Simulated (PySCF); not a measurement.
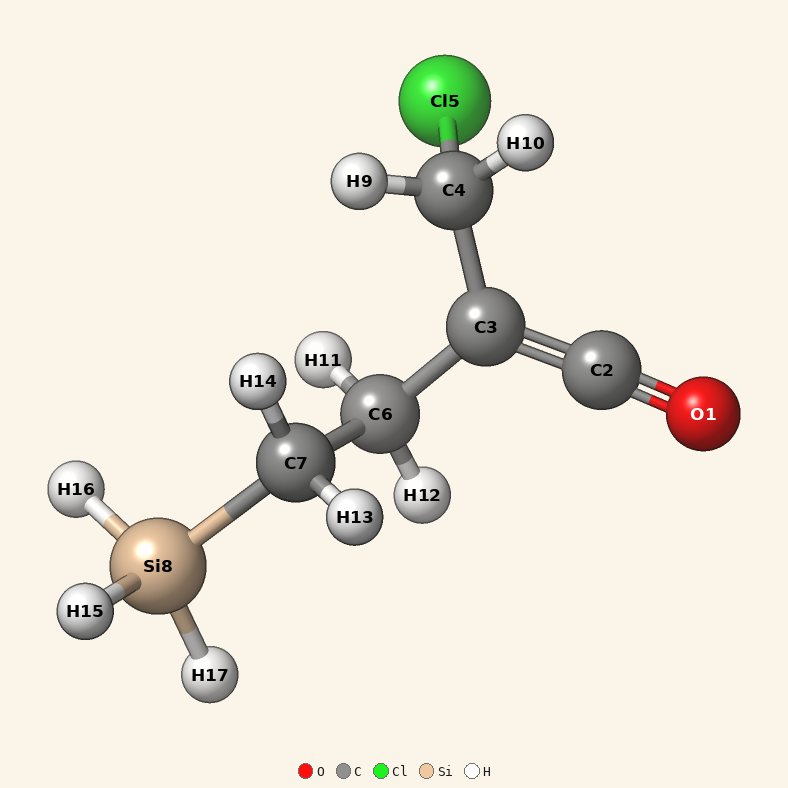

The geometry was computed by an optimisation with GFN2-xTB. No frequency run is at hand to confirm it as a minimum. Electric field gradients from the ground-state density, PBE0/pcSseg-1 (PySCF 2.14.0), non-relativistic apart from any core potentials.

Give the largest field-gradient component, the quadrupole coupling constant and the asymmetry for 17O at O1 (Q = −25.6 mb), 35Cl at Cl5 (Q = −81.7 mb), 2H at H9 (Q = 2.86 mb), 2H at H10 (Q = 2.86 mb), 2H at H11 (Q = 2.86 mb), 2H at H12 (Q = 2.86 mb).

```json
{"atom": "O1", "V_zz (a.u.)": "−1.149", "e²qQ/h (MHz)": "6.91", "η": "0.40"}
{"atom": "Cl5", "V_zz (a.u.)": "3.892", "e²qQ/h (MHz)": "−74.7", "η": "0.03"}
{"atom": "H9", "V_zz (a.u.)": "0.302", "e²qQ/h (MHz)": "0.203", "η": "0.03"}
{"atom": "H10", "V_zz (a.u.)": "0.302", "e²qQ/h (MHz)": "0.203", "η": "0.03"}
{"atom": "H11", "V_zz (a.u.)": "0.297", "e²qQ/h (MHz)": "0.200", "η": "0.04"}
{"atom": "H12", "V_zz (a.u.)": "0.302", "e²qQ/h (MHz)": "0.203", "η": "0.05"}
```

The geometry is semi-empirical. Around Si such bond lengths and angles can be off by a tenth of an ångström or more and by several degrees, and values that hang on the shape move with them.
